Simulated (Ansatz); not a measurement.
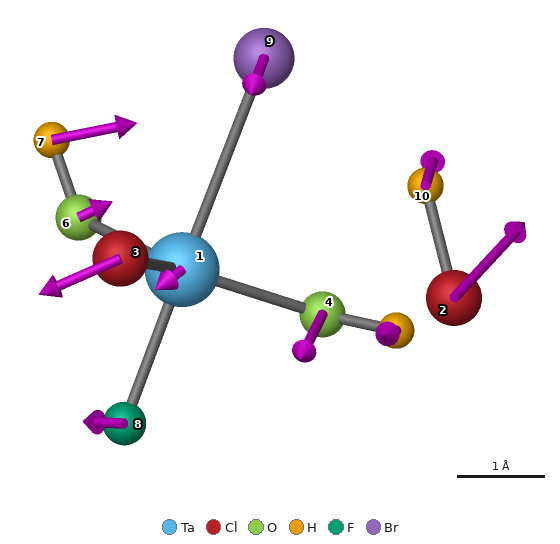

A relaxation of TaH3O2BrCl2F. The starting structure is drawn; purple arrows show the displacements, at their true length. The two geometries are superimposed by the best rigid fit.

Style: ball-and-stick. Shown at a tilt.

The run prepares an end point of a later path (reaction) calculation, from a guessed geometry.

Theory: RKS PBE/def2-SVP in Ansatz.

The input:
```yaml
crystal:
  periodic: [false, false, false]
  atoms:
    - { symbol: Ta, position_ang: [-0.512399, 0.307776, 0.347311] }
    - { symbol: Cl, position_ang: [2.998686, -0.522628, -0.354769] }
    - { symbol: Cl, position_ang: [0.267123, -0.451067, 2.413528] }
    - { symbol: O, position_ang: [0.180316, 0.228449, -1.401876] }
    - { symbol: H, position_ang: [1.083783, -0.068623, -1.659001] }
    - { symbol: O, position_ang: [-2.114761, 1.290933, 0.34267] }
    - { symbol: H, position_ang: [-2.321524, 2.187338, 0.664735] }
    - { symbol: F, position_ang: [-1.407608, -1.351681, 0.134331] }
    - { symbol: Br, position_ang: [0.896454, 2.489033, 0.809205] }
    - { symbol: H, position_ang: [2.890531, 0.71787, 0.156366] }
basis:
  gaussian: { orbitals: def2-SVP }
hamiltonian:
  xc: pbe
relax:
  f_tol: 0.03
  max_steps: 50
```

Launched with:
```bash
ansatz run input.yaml --threads 4 --pin off --max-ram 5120MiB --backend cpu --events-out ev --progress --plain --runs-dir out
```

> Which element moves most?

Chlorine: up to 1.83 Å, against 1.32 Å for oxygen.

> What happened in the run?

The energy falls by 0.265 eV in 20 accepted moves (21 points after the start). Largest force component: 0.77 eV/Å at the start, 0.019 eV/Å at the end. The line search rejected the trial step at point 11 of the run. The atom that moves furthest after the best rigid fit is Cl2 (1.83 Å). By element the largest moves are Cl 1.83 Å, O 1.32 Å, H 1.01 Å, Br 0.85 Å, F 0.68 Å, Ta 0.45 Å. Near-neighbour distances that change, for instance: Br9–H10 2.746 → 2.250 Å, Ta1–O4 1.883 → 1.861 Å, Ta1–O6 1.880 → 1.898 Å, Ta1–Cl3 2.335 → 2.318 Å. Among the angles between lasting bonds that change: Cl3–Ta1–O4 133.3° → 116.4°, O4–Ta1–O6 109.5° → 121.8°, Ta1–O4–H5 126.3° → 138.1°. Groups turn about Ta1–O4 by about 105°, Ta1–O6 by about 25°.

Limits of the set-up: the start holds two separate molecules, 2.4 Å apart at their closest, whose relative position is a soft coordinate and is computed without a dispersion correction.
